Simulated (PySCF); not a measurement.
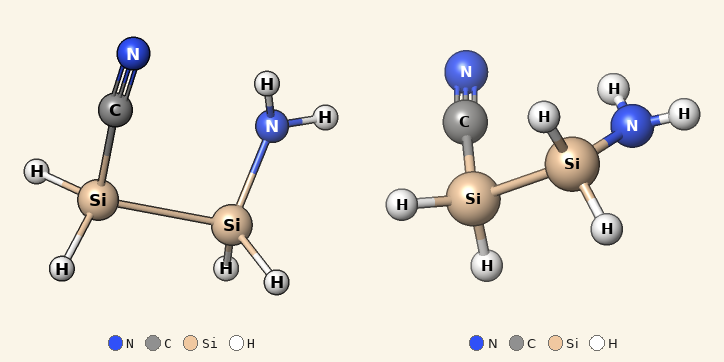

Two views of one molecule.

Question: What is the molecular formula?

Answer: CH₆N₂Si₂, 11 atoms: 1 carbon, 6 hydrogen, 2 nitrogen and 2 silicon.

Question: Name some functional groups or characteristic bonds that it holds.

Answer: Among them: nitrile, Si–H bond, Si–N bond.

Question: Write the SMILES.

Answer: N#C[SiH2][SiH2]N

Question: How many bonds of each kind are drawn?

Answer: 4 Si–H, 2 N–H, 1 C–N, 1 C–Si, 1 Si–Si, 1 N–Si.

Question: Describe its rings.

Answer: It has no ring.

More results for the same structure follow; atom numbers are the same in all pictures, views and colours differ. The geometry was computed by an optimisation with PBE0-D3(BJ)/def2-SVP. No frequency run is at hand to confirm it as a minimum.

**Symmetry**

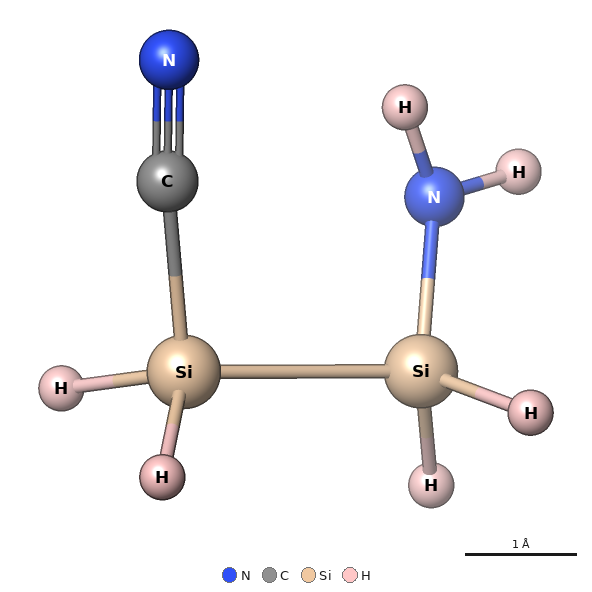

Distant atoms are faded towards the background colour. No frequency run is at hand to confirm it as a minimum. Masses are those of the most abundant isotopes; constants are for the rigid equilibrium geometry.

Question: What kind of rotor is it, and what are its rotational constants in cm⁻¹?

Answer: An asymmetric top (C1): A = 0.145, B = 0.0679, C = 0.0498 cm⁻¹. Ray's parameter κ is −0.62, nearer the prolate limit.

**Bond orders**

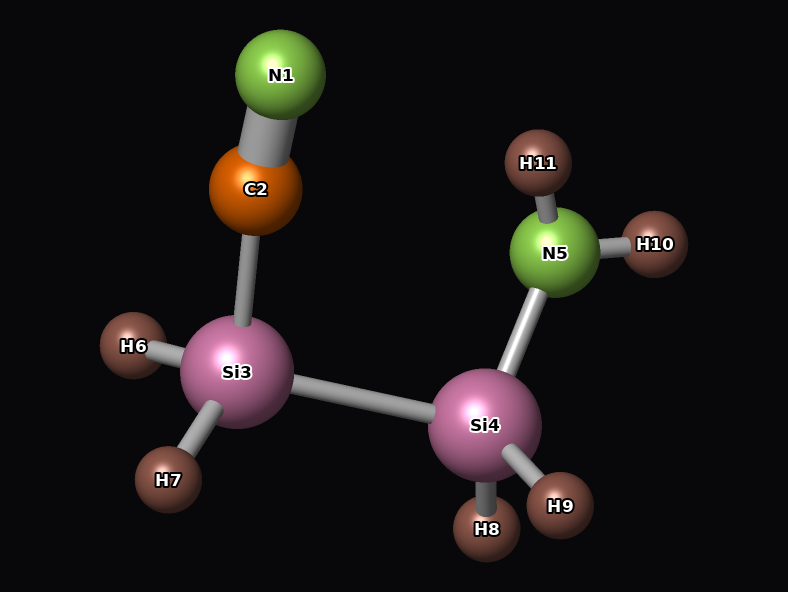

The thickness of each stick grows with its Mayer bond order. No frequency run is at hand to confirm it as a minimum. Level of theory: PBE0/6-31G (PySCF 2.14.0).

Question: Which bond has the highest Mayer bond order?

Answer: N1–C2, 2.76, at a length of 1.161 Å.

List the Mayer bond orders of N1–C2, C2–Si3, Si3–Si4, Si3–H6, Si3–H7, Si4–N5, Si4–H8, Si4–H9, N5–H10, N5–H11.

```json
{"bond": "N1–C2", "Mayer order": "2.76", "length (Å)": "1.161"}
{"bond": "C2–Si3", "Mayer order": "0.75", "length (Å)": "1.865"}
{"bond": "Si3–Si4", "Mayer order": "0.87", "length (Å)": "2.350"}
{"bond": "Si3–H6", "Mayer order": "0.92", "length (Å)": "1.491"}
{"bond": "Si3–H7", "Mayer order": "0.92", "length (Å)": "1.491"}
{"bond": "Si4–N5", "Mayer order": "0.86", "length (Å)": "1.728"}
{"bond": "Si4–H8", "Mayer order": "0.91", "length (Å)": "1.494"}
{"bond": "Si4–H9", "Mayer order": "0.83", "length (Å)": "1.502"}
{"bond": "N5–H10", "Mayer order": "0.85", "length (Å)": "1.014"}
{"bond": "N5–H11", "Mayer order": "0.84", "length (Å)": "1.016"}
```

**Charges**

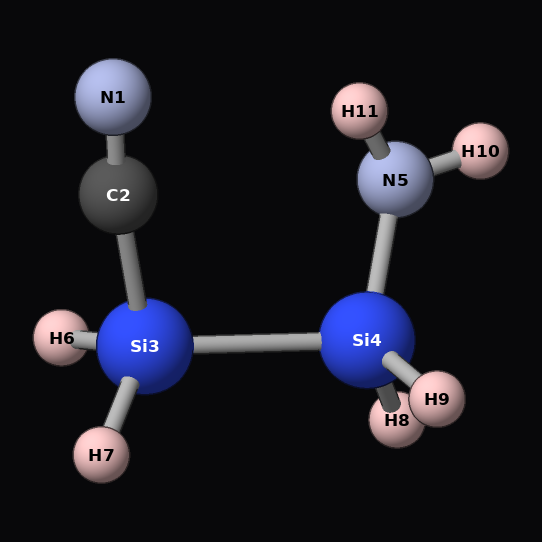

The questions are on Hirshfeld charges. No frequency run is at hand to confirm it as a minimum. Method: PBE0/STO-3G, gas phase (PySCF 2.14.0).

Question: Which atom carries the highest charge (most positive or least negative)?

Answer: Si4 (0.37 e).

Question: And the lowest?

Answer: N5 (−0.32 e).

Give the Hirshfeld charges atom by atom.

```json
{"atom": "N1", "value (e)": "−0.19"}
{"atom": "C2", "value (e)": "−0.08"}
{"atom": "Si3", "value (e)": "0.33"}
{"atom": "Si4", "value (e)": "0.37"}
{"atom": "N5", "value (e)": "−0.32"}
{"atom": "H6", "value (e)": "−0.06"}
{"atom": "H7", "value (e)": "−0.07"}
{"atom": "H8", "value (e)": "−0.08"}
{"atom": "H9", "value (e)": "−0.09"}
{"atom": "H10", "value (e)": "0.09"}
{"atom": "H11", "value (e)": "0.09"}
```

**Quadrupole coupling**

No frequency run is at hand to confirm it as a minimum. Electric field gradients from the ground-state density, PBE0/6-31G (PySCF 2.14.0), non-relativistic apart from any core potentials.

Give the largest field-gradient component, the quadrupole coupling constant and the asymmetry for 14N at N1 (Q = 20.44 mb), 14N at N5 (Q = 20.44 mb).

| atom | V_zz (a.u.) | e²qQ/h (MHz) | η |
| --- | --- | --- | --- |
| N1 | −0.808 | −3.88 | 0.03 |
| N5 | −0.978 | −4.70 | 0.12 |

**Levels of theory compared**

No frequency run is at hand to confirm it as a minimum. Program: PySCF 2.14.0.

Compare HOMO energy (eV), HOMO–LUMO gap (eV), dipole (D) at these levels: B3LYP/pcSseg-2; KT3/pcSseg-2; LC-wPBE/pcSseg-2; OPBE/pcSseg-2; PBE/pcSseg-2; PBE0/6-31G; mPW1PW91/pcSseg-2.

| level | HOMO energy (eV) | HOMO–LUMO gap (eV) | dipole (D) |
| --- | --- | --- | --- |
| B3LYP/pcSseg-2 | −7.54 | 6.41 | 3.34 |
| KT3/pcSseg-2 | −6.49 | 4.67 | 3.23 |
| LC-wPBE/pcSseg-2 | −10.50 | 11.69 | 3.35 |
| OPBE/pcSseg-2 | −6.37 | 4.65 | 3.18 |
| PBE/pcSseg-2 | −6.41 | 4.58 | 3.25 |
| PBE0/6-31G | −7.26 | 6.90 | 3.29 |
| mPW1PW91/pcSseg-2 | −7.79 | 6.84 | 3.32 |
